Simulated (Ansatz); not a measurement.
Ca2ZrN2

Input

```
crystal:
  lattice:
    - [-1.6508164122, 2.5524538372, 5.1641263625]
    - [1.6508164122, -2.5524538372, 5.1641263625]
    - [1.6508164122, 2.5524538372, -5.1641263625]
  atoms:
    - { symbol: Ca, position: [0.8208322868, 0.3208322868, 0.5] }
    - { symbol: Ca, position: [0.1791677132, 0.6791677132, 0.5] }
    - { symbol: Zr, position: [0.5, 0.0, 0.5] }
    - { symbol: "N", position: [0.3550687191, 0.3550687191, 0.0] }
    - { symbol: "N", position: [0.6449312809, 0.6449312809, 0.0] }
basis:
  ecutwfc: 420
kpoints:
  mp_grid: { grid: [12, 12, 12] }
hamiltonian:
  xc: pbe
scf:
  occupations: { method: gaussian, width: 0.1 }
output:
  forces: true
  stress: true
  eigenvalues: true
  write_density: true
  write_potential: true
  elf: true
  volumetric_format: npy
relax:
  adjacent_minimum: "off"
  f_tol: 0.01
  max_steps: 80
  cell: { stress_tol: 0.05 }
```

Command:

```sh
ansatz run input.yaml --threads 1 --pin off --max-ram 2560MiB --backend cpu --events-out ev --progress --plain --runs-dir out
```

Below, planes, directions and counts refer to the conventional cell (a = 3.29 Å, b = 5.12 Å, c = 10.31 Å, α = 90.00°, β = 90.00°, γ = 90.00°).

The fields are those of the relaxed geometry.

Space group Immm; a generated structure, not necessarily the stable one.

The calculation used DFT PBE, scalar-relativistic, plane waves, PAW in Ansatz.

> Predict the valence pseudo-density and electron localisation function between the atoms.

Zr–N (2.22 Å): ρ at the midpoint is about 0.56 e/Å³; the ELF peaks at about 0.85 in the valence shell of N, 0.6 Å from its nucleus, and drops to about 0.20 between the two atoms (no shared electron pair shows on this line).
Ca–N (2.46 Å): ρ is about 0.26 e/Å³ halfway; the ELF peaks at about 0.85 in the valence shell of N, 0.7 Å from its nucleus, and is about 0.15 at the midpoint (no localised pair shows between them).
The ELF has a maximum of about 0.90 in the space between the atoms, 2.4 Å from six Ca and Zr atoms, on no atom or two-centre bond.

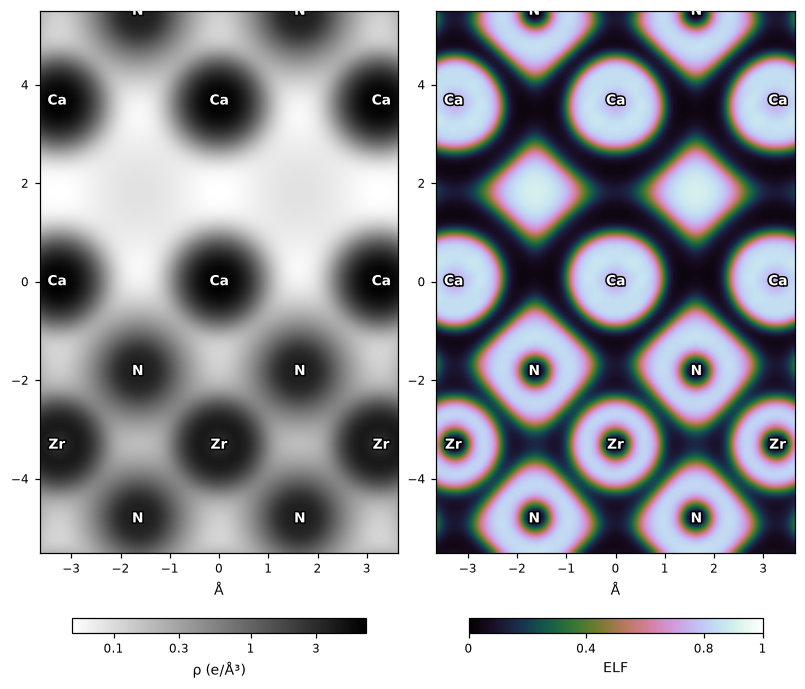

Computed valence pseudo-density and electron localisation function on the (010) plane of the conventional cell, in this order. 

Core electrons are frozen (PAW), and the valence fields are smoothed inside the atomic spheres.
